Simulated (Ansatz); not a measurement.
Input

```
crystal:
  periodic: [false, false, false]
  atoms:
    - { symbol: Al, position_ang: [-0.00526981, -0.00746846, -0.0029739] }
    - { symbol: Al, position_ang: [2.27995262, -0.02646188, -1.57137884] }
    - { symbol: Al, position_ang: [2.4142827, -0.00816857, 1.13226858] }
    - { symbol: Al, position_ang: [-2.4405138, 0.00545265, -1.13504185] }
    - { symbol: Al, position_ang: [-2.26579731, -0.00509554, 1.57371019] }
    - { symbol: Al, position_ang: [-1.48894683, 2.32031372, -0.13123732] }
    - { symbol: Al, position_ang: [1.48852441, 2.32070998, 0.09307715] }
    - { symbol: Al, position_ang: [-1.49842488, -2.3248952, -0.13798977] }
    - { symbol: Al, position_ang: [1.46881307, -2.34023295, 0.11332413] }
    - { symbol: Al, position_ang: [-0.18041786, -1.62346574, 2.13104702] }
    - { symbol: Al, position_ang: [-0.1589194, 1.61504161, 2.12152481] }
    - { symbol: Al, position_ang: [0.16044988, -1.60530746, -2.14926701] }
    - { symbol: Al, position_ang: [0.17159381, 1.58013385, -2.14994688] }
total_charge: 1
basis:
  gaussian: { orbitals: def2-TZVP }
hamiltonian:
  xc: r2scan
output:
  orbitals: {}
```

Run with:

```sh
ansatz run input.yaml --threads 4 --pin off --max-ram 11776MiB --backend cpu --events-out ev --progress --plain --runs-dir out
```

Method: DFT r2SCAN, Gaussian basis def2-TZVP in Ansatz 0.2.0.

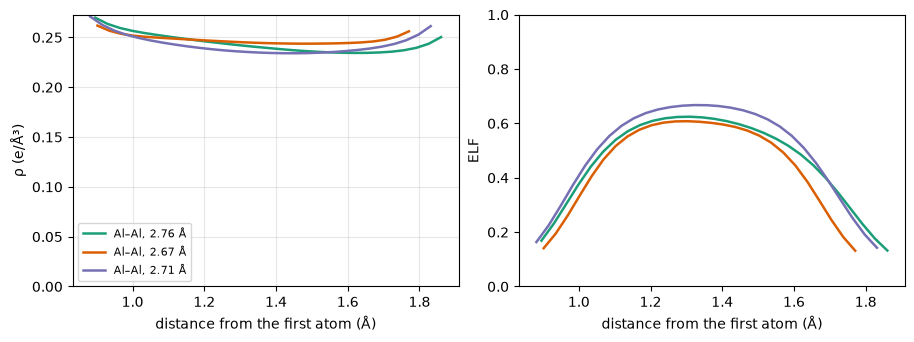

Al13 (charge +1). Electron density and electron localisation function along straight lines between neighbouring atoms. The curves leave out the atomic cores.

What can be read from the curves?

Answer. Al–Al (2.76 Å): the density is about 0.24 e/Å³ at the midpoint; the ELF peaks at about 0.60 between the atoms.
Al–Al (2.67 Å): the density is about 0.24 e/Å³ at the midpoint; the ELF peaks at about 0.60 between the atoms.
Al–Al (2.71 Å): ρ is about 0.23 e/Å³ halfway; the ELF peaks at about 0.65 between the atoms.
